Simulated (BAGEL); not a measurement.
# FCI/STO-3G (density fitting with qzvpp-jkfit) run of CH3O (hydroxymethyl radical)

Aim: the vertical ionisation energy of CH3O (hydroxymethyl radical) at FCI/STO-3G (density fitting with qzvpp-jkfit), from 2 runs. 

Program for the calculation: BAGEL 1.2.2.

2 further runs of the same task are left out: 2 set aside as unsound or not needed. Runs told in other sessions of the task aren't counted.

### Step 1. The structure to begin with

The species is CH3O (5 atoms), meant as a doublet with charge 0. SMILES: `[CH2]O`. The coordinates come from a PBE0-D4/def2-TZVP relaxation. This is one conformer, not always the lowest.

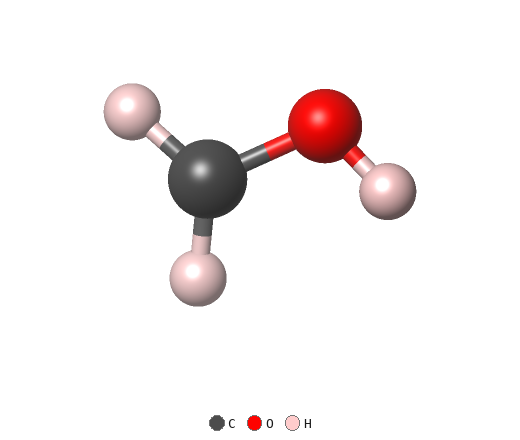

The structure, seen from a chosen angle (carbon dark grey, oxygen red, hydrogen pink).

### Step 2. The energy at FCI/STO-3G (density fitting with qzvpp-jkfit)

The input, job.json:

```json
{ "bagel" : [

{
  "title" : "molecule",
  "basis" : "sto-3g",
  "df_basis" : "qzvpp-jkfit",
  "angstrom" : true,
  "geometry" : [
    { "atom" : "C", "xyz" : [   -0.327200,   -0.313600,    0.020200 ] },
    { "atom" : "O", "xyz" : [    0.269400,    0.900700,    0.120200 ] },
    { "atom" : "H", "xyz" : [   -1.375200,   -0.266500,   -0.236200 ] },
    { "atom" : "H", "xyz" : [    0.274300,   -1.179600,   -0.230000 ] },
    { "atom" : "H", "xyz" : [    1.208500,    0.785300,    0.284400 ] }
  ]
},
{ "title" : "hf", "charge" : 1 },
{ "title" : "fci", "nstate" : 1, "ncore" : 2, "nspin" : 1 }

]}
```

The run is started by

```
BAGEL_NUM_THREADS=1 BAGEL job.json > job.out
```

What it wrote:

```text
* using 1 threads per process

  ===============================================================
  ===============================================================

  *** Geometry ***

  { "atom" : "C", "xyz" : [     -0.618318,     -0.592618,      0.038172 ] },
  { "atom" : "O", "xyz" : [      0.509092,      1.702076,      0.227145 ] },
  { "atom" : "H", "xyz" : [     -2.598751,     -0.503612,     -0.446353 ] },
  { "atom" : "H", "xyz" : [      0.518352,     -2.229121,     -0.434637 ] },
  { "atom" : "H", "xyz" : [      2.283734,      1.484002,      0.537438 ] },

  Number of auxiliary basis functions:      206

  Since a DF basis is specified, we compute 2- and 3-index integrals:
    o Being stored without compression. Storage requirement is 0.000 GB

  Number of basis functions:       13
  Number of electrons      :       17

    * METHOD: MOLECULE                             0.03

  *** RHF ***

  === Nuclear Repulsion ===
    35.4444485259

      * DIIS with orbital gradients will be used.

  === RHF iteration (sto-3g) ===
      0       -112.62151933          0.03587971           0.00
      1       -112.66997838          0.02078156           0.00
      2       -112.68475166          0.00253392           0.00
      3       -112.68512000          0.00056516           0.00
      4       -112.68515115          0.00021599           0.00
      5       -112.68515745          0.00004329           0.00
      6       -112.68515772          0.00001151           0.00
      7       -112.68515774          0.00000402           0.00
      8       -112.68515775          0.00000090           0.00
      9       -112.68515775          0.00000033           0.00
     10       -112.68515775          0.00000015           0.00
     11       -112.68515775          0.00000004           0.00
     12       -112.68515775          0.00000002           0.00
     13       -112.68515775          0.00000001           0.00
    * SCF iteration converged.

    * Permanent dipole moment:
           (   -0.268567,     0.962043,     0.013682) a.u.

    * METHOD: HF                                   0.05

  ---------------------------
        FCI calculation
  ---------------------------

  Performs exactly the same way as Knowles & Handy 1984 CPL

  o alpha-beta strings
      length:           792
  o size of the space
      determinant space:  152460
      spin-adapted space: 76230

  o single displacement lists (alpha)
      length:         11550
  o single displacement lists (beta)
      length:         16632

     guess   0:   closed 111111.....          open ......1....

  === FCI iteration ===

      0  0      -112.86449045     1.32e-03      0.20
      1  0      -112.99367353     5.92e-04      0.20
      2  0      -113.01272942     2.36e-04      0.20
      3  0      -113.01539287     9.08e-05      0.23
      4  0      -113.01570230     3.84e-05      0.22
      5  0      -113.01576295     1.52e-05      0.21
      6  0      -113.01577191     6.66e-06      0.22
      7  0      -113.01577351     2.82e-06      0.21
      8  0      -113.01577379     1.16e-06      0.22
      9  0      -113.01577384     4.77e-07      0.23
     10  0      -113.01577385     2.32e-07      0.21
     11  0      -113.01577385     1.19e-07      0.21
     12  0      -113.01577385     5.26e-08      0.22
     13  0      -113.01577385     2.29e-08      0.22
     14  0      -113.01577385     9.39e-09      0.23
     15  0      -113.01577385     4.13e-09      0.21
     16  0      -113.01577385     1.75e-09      0.21
     17  0      -113.01577385     7.82e-10      0.21
     18  0      -113.01577385     3.27e-10      0.21
     19  0      -113.01577385     1.57e-10      0.21
    ** throwing out 1 trial vectors **
     20  0 *    -113.01577385     7.83e-11      0.20

     * ci vector, state   0, <S^2> = 0.7500
       222222a....    -0.9506184880
       222a22a..b.    -0.0599035520
       22a222a.b..     0.0575238033
       22222aa...b    -0.0540947823
       2222a22....    -0.0515300301
       22a222ab...    -0.0514134711

    * METHOD: FCI                                  4.55

  ===============================================================
```

Wall time 4.8 s (1 thread of Arm Neoverse V1, shared host); peak memory 0.24 GiB.

### Step 3. The singlet cation

The input, input.json:

```json
{ "bagel" : [

{
  "title" : "molecule",
  "basis" : "sto-3g",
  "df_basis" : "qzvpp-jkfit",
  "angstrom" : true,
  "geometry" : [
    { "atom" : "C", "xyz" : [   -0.327200,   -0.313600,    0.020200 ] },
    { "atom" : "O", "xyz" : [    0.269400,    0.900700,    0.120200 ] },
    { "atom" : "H", "xyz" : [   -1.375200,   -0.266500,   -0.236200 ] },
    { "atom" : "H", "xyz" : [    0.274300,   -1.179600,   -0.230000 ] },
    { "atom" : "H", "xyz" : [    1.208500,    0.785300,    0.284400 ] }
  ]
},
{ "title" : "hf", "charge" : 1 },
{ "title" : "fci", "nstate" : 1, "charge" : 1, "ncore" : 2 }

]}
```

The run is started by

```
BAGEL_NUM_THREADS=1 BAGEL input.json > input.out
```

What it wrote:

```text
* using 1 threads per process

  ===============================================================
  ===============================================================

  *** Geometry ***

  { "atom" : "C", "xyz" : [     -0.618318,     -0.592618,      0.038172 ] },
  { "atom" : "O", "xyz" : [      0.509092,      1.702076,      0.227145 ] },
  { "atom" : "H", "xyz" : [     -2.598751,     -0.503612,     -0.446353 ] },
  { "atom" : "H", "xyz" : [      0.518352,     -2.229121,     -0.434637 ] },
  { "atom" : "H", "xyz" : [      2.283734,      1.484002,      0.537438 ] },

  Number of auxiliary basis functions:      206

  Since a DF basis is specified, we compute 2- and 3-index integrals:
    o Being stored without compression. Storage requirement is 0.000 GB

  Number of basis functions:       13
  Number of electrons      :       17

    * METHOD: MOLECULE                             0.03

  *** RHF ***

  === Nuclear Repulsion ===
    35.4444485259

      * DIIS with orbital gradients will be used.

  === RHF iteration (sto-3g) ===
      0       -112.62151933          0.03587971           0.00
      1       -112.66997838          0.02078156           0.00
      2       -112.68475166          0.00253392           0.00
      3       -112.68512000          0.00056516           0.00
      4       -112.68515115          0.00021599           0.00
      5       -112.68515745          0.00004329           0.00
      6       -112.68515772          0.00001151           0.00
      7       -112.68515774          0.00000402           0.00
      8       -112.68515775          0.00000090           0.00
      9       -112.68515775          0.00000033           0.00
     10       -112.68515775          0.00000015           0.00
     11       -112.68515775          0.00000004           0.00
     12       -112.68515775          0.00000002           0.00
     13       -112.68515775          0.00000001           0.00
    * SCF iteration converged.

    * Permanent dipole moment:
           (   -0.268567,     0.962043,     0.013682) a.u.

    * METHOD: HF                                   0.05

  ---------------------------
        FCI calculation
  ---------------------------

  Performs exactly the same way as Knowles & Handy 1984 CPL

  o alpha-beta strings
      length:           924
  o size of the space
      determinant space:  213444
      spin-adapted space: 60984

  o single displacement lists (alpha)
      length:         16632
  o single displacement lists (beta)
      length:         16632

     guess   0:   closed 111111.....          open ...........

  === FCI iteration ===

      0  0      -112.68515775     1.14e-03      0.30
      1  0      -112.80736258     5.70e-04      0.28
      2  0      -112.83226923     2.71e-04      0.32
      3  0      -112.83877687     1.16e-04      0.32
      4  0      -112.83979975     6.55e-05      0.32
      5  0      -112.84003443     2.98e-05      0.29
      6  0      -112.84008683     1.23e-05      0.30
      7  0      -112.84009393     5.39e-06      0.32
      8  0      -112.84009558     2.30e-06      0.30
      9  0      -112.84009592     1.31e-06      0.32
     10  0      -112.84009604     7.55e-07      0.31
     11  0      -112.84009607     4.12e-07      0.32
     12  0      -112.84009608     1.97e-07      0.33
     13  0      -112.84009609     7.95e-08      0.32
     14  0      -112.84009609     3.42e-08      0.32
     15  0      -112.84009609     1.34e-08      0.34
     16  0      -112.84009609     5.44e-09      0.32
     17  0      -112.84009609     2.27e-09      0.36
     18  0      -112.84009609     9.11e-10      0.33
     19  0      -112.84009609     3.86e-10      0.32
    ** throwing out 1 trial vectors **
     20  0      -112.84009609     1.62e-10      0.32
    ** throwing out 1 trial vectors **
     21  0 *    -112.84009609     6.88e-11      0.28

     * ci vector, state   0, <S^2> = -0.0000
       222222.....    -0.9361098262
       2222.22....     0.1125489692
       2222ba2....    -0.0811344651
       2222ab2....    -0.0811344651
       2222b2a....     0.0786859210
       2222a2b....     0.0786859210
       22222ba....    -0.0771017487
       22222ab....    -0.0771017487
       22222.2....     0.0753446830

    * METHOD: FCI                                  7.06

  ===============================================================
```

Run time: 7.5 s. Hardware: 1 thread of Arm Neoverse V1, shared host; peak memory 0.32 GiB.

### Step 4. What came out

Level: FCI/STO-3G (density fitting with qzvpp-jkfit), 2 core orbitals frozen.

| quantity | value |
| --- | --- |
| doublet CH3O: total energy | -113.01577 Eh |
| singlet cation: total energy | -112.84010 Eh |
| vertical ionisation energy (to the singlet cation) | 4.780 eV |

The vertical ionisation energy comes to 4.78 eV (110 kcal/mol). Only the singlet of the ionised species was computed; a triplet could lie lower. In a minimal basis such a difference can be off by several eV, whatever the method.
